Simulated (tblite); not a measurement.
Run report: C$_{3}$H$_{11}$AlS$_{2}$, molecular dynamics (part 1 of 3)

C$_{3}$H$_{11}$AlS$_{2}$, computed with GFN2-xTB Langevin dynamics, gas phase (tblite 0.8.0).

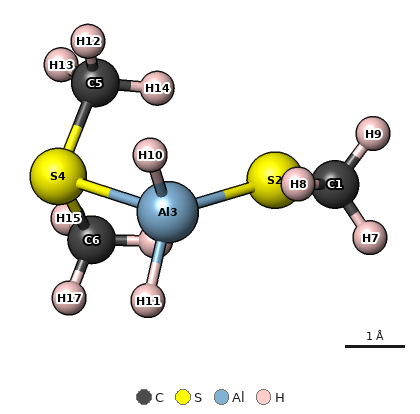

*The structure as given in the input (ball-and-stick view, seen at a tilt; atoms are numbered from 1 in the order of the input). Sticks mark near contacts.*

Bond lengths as drawn: Al–H 1.55 Å, Al–S 2.22 to 2.46 Å, C–H 1.09 Å and C–S 1.81 to 1.82 Å.

## Key numbers

| quantity | value |
| --- | --- |
| outcome | finished |
| mean temperature over the second half | 298 K |
| trajectory | 41 frames kept, 1000 fs |
| hardware | 1 CPU thread, shared host |
| wall time | 56 s |
| peak memory | 0.18 GiB |

## Input file
```
{"job": {"kind": "md", "xc": "GFN2-xTB", "basis": "xTB", "temperature": 300, "steps": 2000, "every": 50}, "charge": 0, "multiplicity": 1}
C      2.970686     0.163913    -0.826766
S      1.274686    -0.502755    -0.861166
Al     0.799584     0.416734     1.102893
S     -1.653148     0.383612     1.252298
C     -2.031790     0.891940    -0.450643
C     -1.742554    -1.419367     1.071835
H      3.662135    -0.642466    -0.600463
H      3.056961     0.950083    -0.076464
H      3.185602     0.568484    -1.811235
H      1.011577     1.954358     1.119424
H      1.047412    -0.464371     2.353795
H     -1.834835     1.958229    -0.513670
H     -3.080937     0.694812    -0.648774
H     -1.391514     0.354205    -1.147210
H     -2.724884    -1.683910     0.693068
H     -0.957643    -1.767238     0.398201
H     -1.598336    -1.844232     2.061037
```

The first line tells a small driver script what to run in tblite; the rest is the geometry in Å.

Launched with:
```bash
OMP_NUM_THREADS=1 python <driver script> task.json out
```

## What the program printed
```
t/fs     T/K      E/eV
    0.0   259.0   -534.17456
   25.0   217.5   -533.82380
   50.0   297.2   -533.80189
   75.0   290.7   -533.65423
  100.0   328.7   -533.74055
  125.0   236.2   -533.56624
  150.0   226.7   -533.67665
  175.0   194.7   -533.60131
  200.0   214.4   -533.72603
  225.0   213.6   -533.76868
  250.0   269.3   -533.83152
  275.0   204.5   -533.79784
  300.0   231.7   -533.69379
  325.0   272.9   -533.68944
  350.0   216.9   -533.72277
  375.0   215.3   -533.74440
  400.0   299.5   -533.81618
  425.0   232.9   -533.73437
  450.0   223.8   -533.71474
  475.0   338.0   -533.76670
  500.0   249.3   -533.47089
  525.0   296.2   -533.57675
  550.0   275.9   -533.48810
  575.0   349.9   -533.54022
  600.0   289.1   -533.39236
  625.0   325.8   -533.52077
  650.0   350.7   -533.54189
  675.0   343.1   -533.68345
  700.0   305.7   -533.71107
  725.0   258.6   -533.62230
  750.0   326.5   -533.68106
  775.0   227.4   -533.67485
  800.0   252.8   -533.70056
  825.0   277.0   -533.63196
  850.0   274.6   -533.61263
  875.0   324.5   -533.70125
  900.0   334.5   -533.80921
  925.0   294.1   -533.58845
  950.0   258.7   -533.49289
  975.0   374.9   -533.62797
 1000.0   266.8   -533.45276
```

## Trajectory as extended XYZ (Å, eV, eV/Å), 41 frames, from step=0 to step=40
```
17
Properties=species:S:1:pos:R:3:forces:R:3 step=0 time_fs=0.0 energy=-534.17456 temperature=259.0
C     2.9707    0.1639   -0.8268    0.0046  -0.0053  -0.0017
S     1.2747   -0.5028   -0.8612   -0.0009   0.0005  -0.0026
Al    0.7996    0.4167    1.1029   -0.0044   0.0036   0.0073
S    -1.6531    0.3836    1.2523    0.0054  -0.0003   0.0003
C    -2.0318    0.8919   -0.4506   -0.0035  -0.0002  -0.0006
C    -1.7426   -1.4194    1.0718    0.0025  -0.0075   0.0006
H     3.6621   -0.6425   -0.6005   -0.0075  -0.0021  -0.0005
H     3.0570    0.9501   -0.0765    0.0004   0.0046  -0.0012
H     3.1856    0.5685   -1.8112    0.0040  -0.0031   0.0021
H     1.0116    1.9544    1.1194    0.0000   0.0012   0.0009
H     1.0474   -0.4644    2.3538   -0.0029  -0.0014  -0.0037
H    -1.8348    1.9582   -0.5137   -0.0027   0.0033   0.0012
H    -3.0809    0.6948   -0.6488   -0.0007  -0.0052  -0.0008
H    -1.3915    0.3542   -1.1472    0.0031   0.0034   0.0013
H    -2.7249   -1.6839    0.6931   -0.0003  -0.0012  -0.0012
H    -0.9576   -1.7672    0.3982   -0.0007   0.0048   0.0003
H    -1.5983   -1.8442    2.0610    0.0038   0.0049  -0.0015
17
Properties=species:S:1:pos:R:3:forces:R:3 step=1 time_fs=25.0 energy=-533.82380 temperature=217.5
C     2.9947    0.0824   -0.8203   -0.0160   0.4654  -2.4606
S     1.2864   -0.5077   -0.8296   -0.4376  -0.0862   0.1039
Al    0.7331    0.4656    1.1159    0.2353  -0.2087   0.1024
S    -1.6941    0.3518    1.2066   -0.2713   0.5105   0.5769
C    -2.0586    0.8713   -0.4935   -0.3140   0.3473  -0.5025
C    -1.7588   -1.4619    1.1068   -1.5097   0.4220   0.9109
H     3.6774   -0.7529   -0.8988    0.0072  -0.1733   0.1548
H     3.1340    0.6349    0.0690    0.4512   0.7348   0.6525
H     3.1298    0.7081   -1.7935   -0.1456  -0.7640   1.7698
H     1.0780    1.9455    1.3459   -0.0558   0.1710  -0.2491
H     0.8534   -0.3976    2.3886    0.0969  -0.2314   0.0418
H    -1.8905    1.9644   -0.5740   -0.0541  -0.6257   0.2979
H    -3.1181    0.6724   -0.7398    0.6168  -0.0440   0.1572
H    -1.3691    0.3779   -1.1861   -0.2263  -0.0353   0.0594
H    -2.7951   -1.7751    0.9404    0.2298   0.1419  -0.1445
H    -1.1334   -1.6563    0.3090    1.1708  -0.9990  -1.6259
H    -1.4206   -1.9520    2.0127    0.2225   0.3746   0.1553
17
Properties=species:S:1:pos:R:3:forces:R:3 step=2 time_fs=50.0 energy=-533.80189 temperature=297.2
C     3.0060    0.0290   -0.8543   -0.8194   1.1243  -1.5614
S     1.2339   -0.4566   -0.7790    0.1358  -0.0603  -0.0411
Al    0.6419    0.5240    1.1355    0.5498   0.0924  -0.4791
S    -1.7766    0.3490    1.1430   -0.3009   0.0374   0.7436
C    -2.2619    0.8606   -0.5183   -0.0404   1.0508  -0.2792
C    -1.7987   -1.4855    1.1111   -0.3130   0.2259   1.3883
H     3.5711   -0.7882   -1.2324    0.3577  -0.9290   0.3190
H     3.3304    0.4116    0.0972    0.1977   0.1330   0.0134
H     3.0804    0.7658   -1.7136   -0.1288  -0.2784   1.3072
H     0.8719    2.0901    1.0006   -0.1749  -0.3327   0.2626
H     0.9489   -0.4223    2.3346   -0.1019   0.2199   0.1101
H    -2.2660    1.9720   -0.5979    0.0226  -0.6276   0.5568
H    -3.2788    0.5398   -0.7432    0.3720  -0.3189  -0.0782
H    -1.4712    0.5570   -1.1852   -0.1263  -0.5210  -0.4950
H    -2.8327   -1.8356    1.1171    0.1709   0.1265  -0.5459
H    -1.1731   -1.8166    0.3099    0.1143  -0.3886  -0.4059
H    -1.4075   -1.8260    2.1035    0.0849   0.4462  -0.8153
17
Properties=species:S:1:pos:R:3:forces:R:3 step=3 time_fs=75.0 energy=-533.65423 temperature=290.7
C     2.9831   -0.0487   -0.8625   -0.2583  -2.6703   0.0066
S     1.1861   -0.4177   -0.7086    0.0306  -0.0764  -0.3878
Al    0.6398    0.5755    1.1557   -0.9303   0.7024   0.7549
S    -1.9123    0.3476    1.1383    0.7414   0.4698  -0.3351
C    -2.3532    0.8262   -0.5791    0.3669   1.7741   1.3536
C    -1.8587   -1.4437    1.1229   -0.0173  -0.7221  -0.2357
H     3.3677   -0.8698   -1.5408   -0.1370   0.6168   1.1821
H     3.4138   -0.0122    0.1334    0.2727  -0.1675  -0.2777
H     3.1120    0.8146   -1.4021    0.2018   2.1502  -0.8698
H     0.5149    2.1839    1.2689    0.2498  -0.6282  -0.1772
H     0.6462   -0.2854    2.4698    0.2472   0.0877  -0.1737
H    -2.8016    1.8113   -0.3681    0.0568  -0.1893  -0.3153
H    -3.1122    0.1990   -0.9188   -0.8214  -1.0799  -0.6952
H    -1.5185    0.9994   -1.2437    0.2170  -0.4800   0.0117
H    -2.8999   -1.7491    1.2398    0.1212  -0.3163  -0.5129
H    -1.3283   -1.8704    0.2255   -0.6299   0.4793   0.9540
H    -1.3770   -1.7431    2.0578    0.2888   0.0498  -0.2825
17
Properties=species:S:1:pos:R:3:forces:R:3 step=4 time_fs=100.0 energy=-533.74055 temperature=328.7
C     2.9864   -0.1646   -0.8896   -0.7547  -0.0752  -0.2647
S     1.1630   -0.4144   -0.6666   -0.2119   0.1929  -0.2939
Al    0.5298    0.6312    1.2023    0.3282  -0.5233  -0.0612
S    -2.0188    0.3699    1.1913    0.3030   0.0130  -0.7629
C    -2.4262    0.7714   -0.5992    0.0343  -1.5854   0.7040
C    -1.9411   -1.4739    1.0613    0.3732   0.7471  -1.3497
H     3.2437   -0.8522   -1.7151    0.1304   0.2035   0.8346
H     3.3653   -0.3740    0.0991    0.6437  -0.2490  -0.2522
H     3.2303    0.8508   -1.1966   -0.2219  -0.0384   0.1181
H     0.6756    2.1276    1.2285   -0.1453   0.5696  -0.0886
H     0.9358   -0.1248    2.5007   -0.2417  -0.0972  -0.0233
H    -3.1548    1.5474   -0.6596   -0.3515   0.4340   0.2147
H    -2.8614   -0.1949   -0.9433    0.3742   0.9269  -0.1258
H    -1.5186    1.0470   -1.1186    0.1289  -0.1237  -0.1010
H    -2.9499   -1.7985    1.2338   -0.2618  -0.3863  -0.1603
H    -1.5279   -1.7353    0.0380   -0.5189   0.1665   1.2550
H    -1.2889   -1.8267    1.8324    0.3920  -0.1749   0.3573
17
Properties=species:S:1:pos:R:3:forces:R:3 step=5 time_fs=125.0 energy=-533.56624 temperature=236.2
C     2.9892   -0.2299   -0.8755   -0.9516   2.5734   1.1665
S     1.1690   -0.4612   -0.5726    0.1285  -0.0413  -0.0093
Al    0.4962    0.5858    1.2564   -0.6976  -0.1269  -0.4237
S    -2.0751    0.3406    1.1868   -0.2685   0.2509   0.3666
C    -2.4148    0.7516   -0.5638    0.0760  -1.5221  -0.0910
C    -2.0078   -1.4404    1.0257   -0.7673  -0.4313  -0.1655
H     3.2140   -0.9874   -1.5420    0.7304  -1.2134  -1.0689
H     3.5180   -0.2634    0.0811   -0.0239  -0.1911  -0.3814
H     3.1058    0.8003   -1.3223    0.0206  -1.1756   0.3437
H     0.1051    2.0523    1.0051    0.3492   0.3218   0.1367
H     0.5441   -0.2170    2.5645    0.1288   0.0655   0.1971
H    -3.1968    1.4774   -0.6189   -0.2450   0.3552  -0.0312
H    -2.6907   -0.1910   -1.1350    0.2605   1.2753   0.7180
H    -1.4536    1.1116   -0.8698    0.2717   0.4275  -0.7737
H    -3.0211   -1.8762    1.2388    1.1303   0.2522  -0.0079
H    -1.7607   -1.5403   -0.0205    0.1358  -0.7155  -0.1193
H    -1.1938   -1.8351    1.6310   -0.2779  -0.1044   0.1434
17
Properties=species:S:1:pos:R:3:forces:R:3 step=6 time_fs=150.0 energy=-533.67665 temperature=226.7
C     2.9982   -0.2289   -0.8799   -0.1912   0.2992   0.2309
S     1.2274   -0.5135   -0.4980   -0.4306  -0.2992  -0.1434
Al    0.4265    0.5143    1.2868    0.6821   0.6584   0.9504
S    -2.0738    0.3477    1.1677    0.0296  -0.4056  -0.0840
C    -2.3109    0.9251   -0.5522   -0.6113  -0.4195   0.5472
C    -2.1269   -1.5110    1.0146    0.5390   0.8933   0.4212
H     3.2874   -1.1379   -1.4039    0.2023   0.2322   0.0659
H     3.5845   -0.0712    0.0358   -0.2367  -0.0840  -0.4202
H     3.0321    0.6493   -1.5358    0.1956  -0.3541   0.2302
H     0.7292    2.0972    1.2863   -0.3861  -0.5030  -0.1644
H     0.5524   -0.1334    2.7696   -0.1935  -0.0113  -0.6953
H    -3.0642    1.6849   -0.4848    0.1225   0.8761  -0.0017
H    -2.7975    0.1566   -1.1041   -0.1413  -0.9029  -0.4131
H    -1.3945    1.1887   -1.0383    0.4660   0.4008  -0.0311
H    -3.1114   -1.9294    1.2421    0.3899   0.3115   0.0310
H    -1.8068   -1.7027    0.0088    0.0507  -0.3850  -0.3600
H    -1.3286   -1.8040    1.7155   -0.4869  -0.3069  -0.1638
17
Properties=species:S:1:pos:R:3:forces:R:3 step=7 time_fs=175.0 energy=-533.60131 temperature=194.7
C     2.9690   -0.2132   -0.8371   -0.1501  -1.1912   1.4015
S     1.1962   -0.5681   -0.4622   -0.2057   0.2383  -0.0674
Al    0.4098    0.5548    1.3266   -0.1396  -1.3043  -0.2972
S    -2.0232    0.3665    1.1103    0.4379   0.6213  -0.0291
C    -2.2358    1.0211   -0.5623   -0.8654  -0.3174  -0.2899
C    -2.1212   -1.4213    0.9763    0.5141   0.1908  -1.2432
H     3.4095   -1.1676   -1.1785   -0.2515   0.7498  -0.0796
H     3.4040    0.0600    0.1185    0.3168  -0.0537   0.0603
H     3.0612    0.6111   -1.4842    0.0199   0.5241  -0.9957
H     0.2668    2.0578    1.2355    0.1994   0.4880   0.1697
H     0.2387   -0.5375    2.5048    0.3218   0.6018  -0.0666
H    -2.7152    1.9736   -0.3640    0.5817   0.4270  -0.2985
H    -3.0045    0.4579   -1.0839   -0.0825  -0.4010   0.0903
H    -1.3552    1.0007   -1.2049    0.1394   0.3681   0.4787
H    -3.1609   -1.5833    1.0588   -1.0097  -0.7749   0.0814
H    -1.7256   -1.8031    0.0071   -0.1038   0.3314   0.8419
H    -1.5779   -1.7734    1.8284    0.2774  -0.4981   0.2434
17
Properties=species:S:1:pos:R:3:forces:R:3 step=8 time_fs=200.0 energy=-533.72603 temperature=214.4
C     2.8808   -0.1630   -0.7135   -0.2892   0.3018  -0.2763
S     1.1291   -0.5178   -0.4995   -0.7607  -0.3139  -0.2827
Al    0.3870    0.5422    1.2675    0.6939   0.5435   0.4392
S    -1.9922    0.4500    1.1260   -0.6479  -0.3410   0.1218
C    -2.1697    1.0870   -0.5717   -1.0219  -0.5740  -0.6827
C    -2.0819   -1.3984    0.9155   -0.1327   1.5975  -0.2079
H     3.2880   -1.1406   -0.9146    0.5116   0.1408  -0.3988
H     3.3336    0.2867    0.1337    0.2545   0.0778   1.0939
H     2.9592    0.5974   -1.4856    0.1514  -0.4907  -0.4865
H     0.5531    2.0792    1.2724   -0.0932   0.1184  -0.2030
H     0.6159   -0.1028    2.6358   -0.1238  -0.3094   0.1383
H    -2.2107    2.1617   -0.4384    0.2153   0.0557  -0.1693
H    -3.1077    0.7741   -1.1564    1.2090   0.1670   1.2253
H    -1.2846    0.7358   -1.0981    0.0028   0.3121  -0.2843
H    -3.1276   -1.5539    0.7670   -0.5646  -0.5250   0.0303
H    -1.5327   -1.6038    0.0129    0.4005  -0.4844   0.0028
H    -1.7141   -1.8111    1.8399    0.1952  -0.2762  -0.0601
17
Properties=species:S:1:pos:R:3:forces:R:3 step=9 time_fs=225.0 energy=-533.76868 temperature=213.6
C     2.8629   -0.1220   -0.5961   -0.7224   0.9848   0.9964
S     1.0224   -0.5077   -0.5883    0.9026   0.3649   0.2495
Al    0.4752    0.6036    1.2725   -0.0714   0.5454  -0.4064
S    -1.9787    0.5027    1.1881   -0.1805   0.6610   0.2251
C    -2.0918    1.1419   -0.5198   -1.1094  -0.3538   0.3448
C    -2.0992   -1.2925    0.8929   -0.5446   0.9212   1.1713
H     3.3253   -1.0847   -0.6125    0.4340  -0.2273  -0.4240
H     3.2209    0.4342    0.3081   -0.6341  -0.5430  -0.3839
H     3.0487    0.5607   -1.4199    0.0588  -0.5534  -0.2737
H     0.5569    2.2121    1.0310    0.0265  -0.6521   0.2365
H     0.5499   -0.1569    2.6164    0.1359   0.0519   0.0500
H    -1.9495    2.2276   -0.4798    0.4357  -0.4961  -0.1551
H    -3.1526    0.9739   -0.8013    0.6827  -0.0092  -0.1480
H    -1.3978    0.5346   -1.1132   -0.1857   0.6879  -0.1139
H    -3.1123   -1.5127    0.5596    0.2123  -0.1483   0.0798
H    -1.3590   -1.4039    0.1422    0.5763  -1.0542  -0.4460
H    -1.8853   -1.6967    1.9058   -0.0166  -0.1798  -1.0021
17
Properties=species:S:1:pos:R:3:forces:R:3 step=10 time_fs=250.0 energy=-533.83152 temperature=269.3
C     2.7725   -0.1302   -0.4541    0.0533   1.0642   0.4567
S     1.0134   -0.4633   -0.6404   -0.3673   0.1041   0.3853
Al    0.4916    0.7035    1.2360    0.3402   0.1150  -0.3892
S    -1.9087    0.5082    1.2325    0.1625   0.0819  -0.1237
C    -2.0805    1.1721   -0.4668    0.9951   1.1435   1.6370
C    -2.0674   -1.2932    0.8856    0.4364   1.0160  -0.4095
H     3.3043   -1.0528   -0.3415    0.2735  -0.3530  -0.1962
H     2.9528    0.4950    0.4378   -0.1133  -0.2358  -0.1124
H     3.0867    0.4676   -1.3070    0.1580  -0.3348  -0.1161
H     0.6638    2.2744    1.0546   -0.0761  -0.3854   0.0295
H     0.7911    0.0287    2.6007    0.0329  -0.0236  -0.0756
H    -1.8921    2.2557   -0.4168    0.5895  -0.4423  -0.1070
H    -3.0908    1.1132   -0.6125   -2.5255  -0.4821  -0.9182
H    -1.4848    0.6153   -1.1408    0.5732  -0.2231  -0.6288
H    -3.0307   -1.3829    0.3883    0.1908  -0.3489   0.0109
H    -1.1932   -1.5759    0.2394   -0.8870  -0.1133   0.7687
H    -2.0900   -1.6787    1.8961    0.1639  -0.5824  -0.2115
17
Properties=species:S:1:pos:R:3:forces:R:3 step=11 time_fs=275.0 energy=-533.79784 temperature=204.5
C     2.7851   -0.1143   -0.4341    0.6893  -0.4592  -0.2160
S     1.0144   -0.3858   -0.6381   -0.0275  -0.1400  -0.5735
Al    0.5158    0.8145    1.1364    0.1171  -1.0002   0.0022
S    -1.8883    0.4919    1.2575   -0.0942   0.2641   0.1942
C    -2.0661    1.1854   -0.4217   -1.2626   1.4444   1.6107
C    -2.0947   -1.2886    0.9720    0.6109   1.2965  -1.7684
H     3.2655   -1.0793   -0.2207   -0.1676   0.2090  -0.2852
H     2.9624    0.5062    0.4228    0.0561   0.5005   0.4413
H     3.2522    0.3456   -1.3205   -0.4401  -0.2617   0.2964
H     0.4879    2.2722    1.0508   -0.0159   1.3017  -0.1430
H     1.0964    0.1257    2.3538    0.0406  -0.1670   0.4472
H    -1.7867    2.2401   -0.2304    0.1031  -0.3602  -0.4286
H    -3.1475    1.2118   -0.6588    0.7729  -0.4310  -0.2413
H    -1.3822    0.7057   -1.0617    0.3397  -0.4831  -0.9786
H    -2.8919   -1.3550    0.2608   -0.2877  -0.2510  -0.5919
H    -1.1601   -1.6900    0.5939   -0.0458  -0.2753   0.1035
H    -2.4390   -1.6529    1.8643   -0.3884  -1.1875   2.1310
17
Properties=species:S:1:pos:R:3:forces:R:3 step=12 time_fs=300.0 energy=-533.69379 temperature=231.7
C     2.8585   -0.1201   -0.3522   -0.4777  -0.7233  -0.1146
S     1.0393   -0.3109   -0.6855    0.6822  -0.3088  -0.1230
Al    0.5507    0.8104    1.1191   -0.3580   0.2924   0.7890
S    -1.9580    0.5118    1.2950   -0.2578   0.3934  -0.9005
C    -2.1409    1.1899   -0.4121   -0.0176   0.3633  -0.1444
C    -2.1807   -1.3036    1.0502   -1.1141   1.1376   1.1497
H     3.2980   -1.1244   -0.2776   -0.2284   0.3478   0.1365
H     3.0513    0.4627    0.5445   -0.0486  -0.0204  -0.0253
H     3.2493    0.3493   -1.2328    0.2833   0.3619  -0.2438
H     0.4704    2.3653    0.8924    0.0725  -0.2078   0.0985
H     1.0186    0.1781    2.5172   -0.1597   0.1872  -0.5012
H    -1.7799    2.2491   -0.3539   -0.3943  -0.8122  -0.0001
H    -3.2518    1.1897   -0.6877    1.7851  -0.2665   0.1565
H    -1.4025    0.6402   -1.0752   -1.3050   0.4643   0.4829
H    -2.7904   -1.6282    0.2259   -0.5029   0.4243  -0.0755
H    -1.2088   -1.6208    0.8698    1.6542  -1.1156   0.0788
H    -2.6117   -1.5409    2.0423    0.3866  -0.5177  -0.7634
```
